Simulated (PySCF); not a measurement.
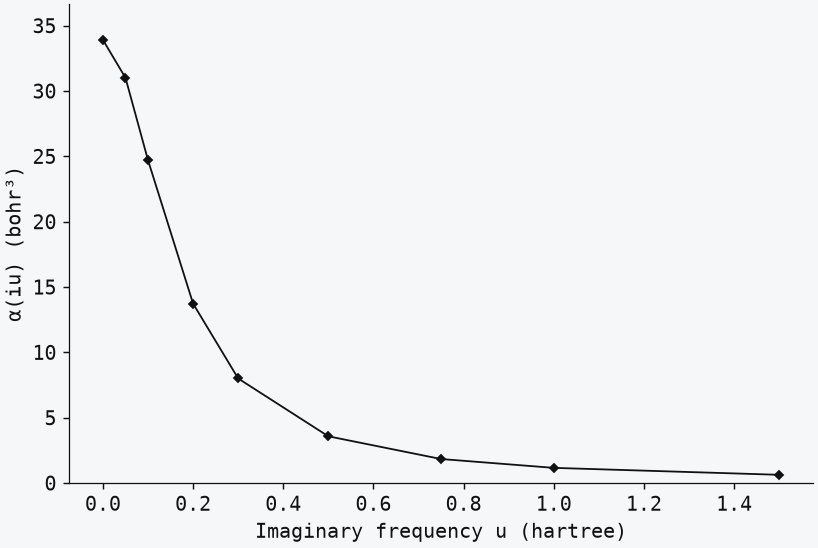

Dipole polarisability at imaginary frequency of Mg⁺ ([Ne] 3s). Coupled response at the MN15 level; PySCF, aug-cc-pVTZ plus 1 diffuse shell for each l, non-relativistic, unrestricted single determinants, no spin-orbit coupling.

### Describe the response.

The static dipole polarisability is 33.9 bohr³; α(iu) falls to half of it near u = 0.16 hartree. The Casimir–Polder integral gives C₆ = 143 hartree bohr⁶ for two such species.
